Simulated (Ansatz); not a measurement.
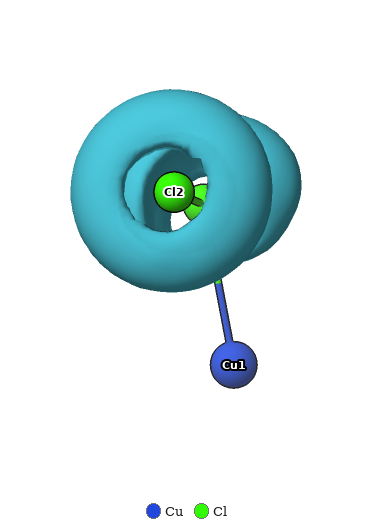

Figure 1: Cl2Cu (charge +1). Isosurface of the electron localisation function at 0.85 (cyan), seen at an oblique angle. Only the valence region is drawn (cores and ρ < 0.01 e/Å³ removed).

Geometry: rigid move from PBE0-D4/def2-TZVP.

All numbers below come from RKS PBE0-D4/def2-TZVPPD (Ansatz 0.2.0).

The calculation's input:

```
crystal:
  periodic: [false, false, false]
  atoms:
    - {symbol: Cu, position_ang: [0.102792, -0.836229, -1.554801]}
    - {symbol: Cl, position_ang: [0.015651, -0.127349, 1.473516]}
    - {symbol: Cl, position_ang: [-0.092483, 0.752388, -0.311471]}
basis:
  gaussian: {orbitals: "def2-TZVPPD.json"}
total_charge: 1
hamiltonian: {xc: pbe0, dispersion: d4}
output: {orbitals: {seedname: orbitals}}
```

Launched as:

```sh
ansatz run in.yaml --threads 2 --pin off --events-out ev --progress --plain --max-ram 5222MiB
```

Where are the electrons localised?

Answer. The surface consists of two regions wrapped around Cl (the valence shell of each). Profiles from the grid: Cl–Cl (1.99 Å): the ELF peaks at about 0.80 between the atoms: localised, covalent bonding. Cu–Cl (2.03 Å): the ELF peaks at about 0.85 in the valence shell of Cl, 0.8 Å from its nucleus, and is about 0.40 at the midpoint.
